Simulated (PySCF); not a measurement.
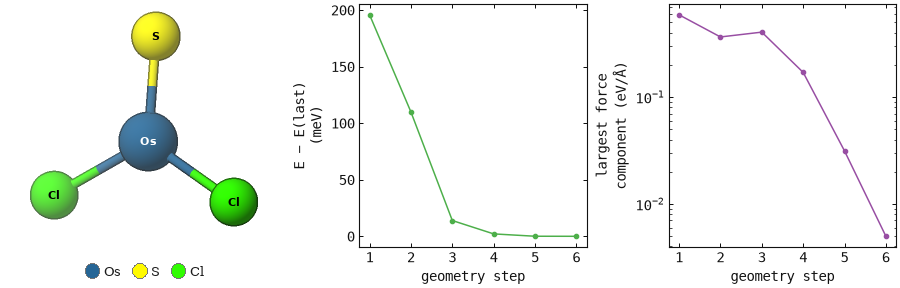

Beside the plot: the molecule at the start.

History of a geometry optimisation. OsSCl2 molecule, multiplicity 5; UKS-based PBE0, Os def2-SVP with ECP60, S def2-SVP, Cl def2-SVP; non-relativistic Hamiltonian with scalar-relativistic core potentials; density fitting in PySCF 2.14.0. The start has point group C2v, which is kept. A held symmetry can leave a saddle point.

The optimisation met its thresholds at geometry 6, counting the start as the first. The energy fell by about 200 meV from the first step to the last. The largest force component goes from about 0.59 eV/Å at the start to 5 × 10⁻³ eV/Å at the end.
